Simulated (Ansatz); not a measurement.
## Electronic structure of CH3S2 (charge +1) in real space

```xyz
6

C    -0.2712   -0.0089   -0.4902
S     0.8474   -1.4733   -0.4799
S     0.0774   -0.4897    1.2120
H    -1.2665   -0.2671   -0.8997
H     0.1914    0.9198   -0.8767
H     2.0501   -0.8076   -0.6436
```

Computed with RKS PBE/def2-SVP (Ansatz).

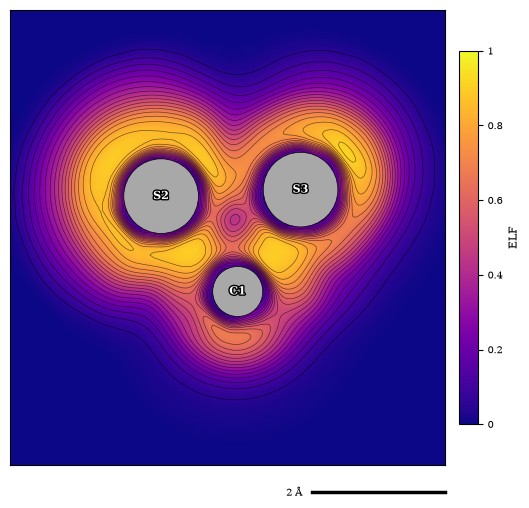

Figure 1. Electron localisation function on the plane of atoms C1, S2 and S3. Grey discs cover the atomic cores.

Read the bonding off the picture.

Answer. The plane passes through C and S nuclei. C–S (1.80 Å): the ELF peaks at about 0.85 between the atoms; a shared electron pair. S–S (2.10 Å): the ELF peaks at about 0.75 between the atoms (a shared electron pair). The ELF also peaks beside S2 and S3, away from the bonds: lone-pair regions.

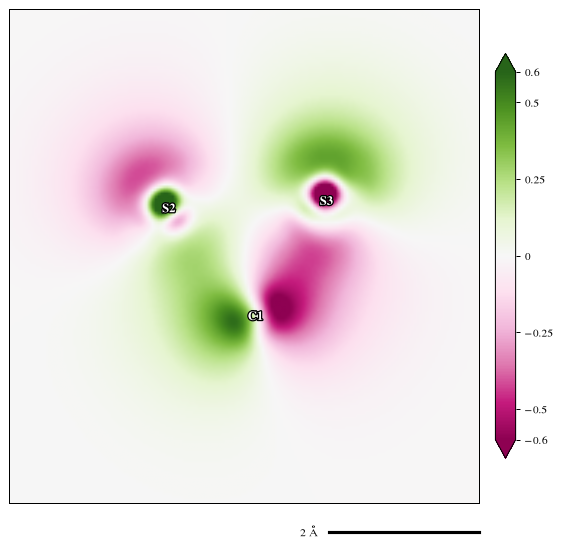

Figure 2. The HOMO−1 on the plane of atoms C1, S2 and S3 (values in Å⁻³ᐟ²; the overall sign is arbitrary).

What is the character of this orbital?

Answer. It lies mainly on S3 (about 35 %), S2 (about 30 %) and C1 (about 25 %); π-antibonding (π*) across S3–S2. Its energy is −15.18 eV.

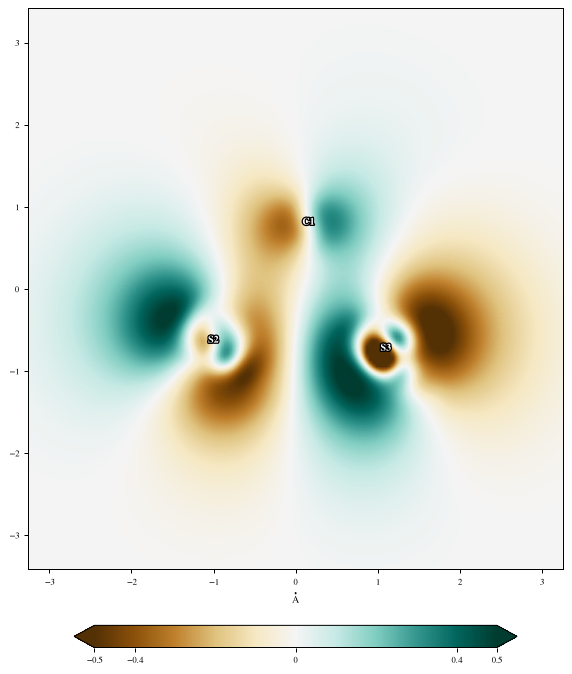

Figure 3. The LUMO on the plane of atoms S2, C1 and S3 (values in Å⁻³ᐟ²; the overall sign is arbitrary).

Describe this orbital and give its energy.

Answer. Its weight (Hirshfeld) is mainly on S3 (about 50 %), S2 (about 40 %) and C1 (about 5 %). Its energy is −9.58 eV.
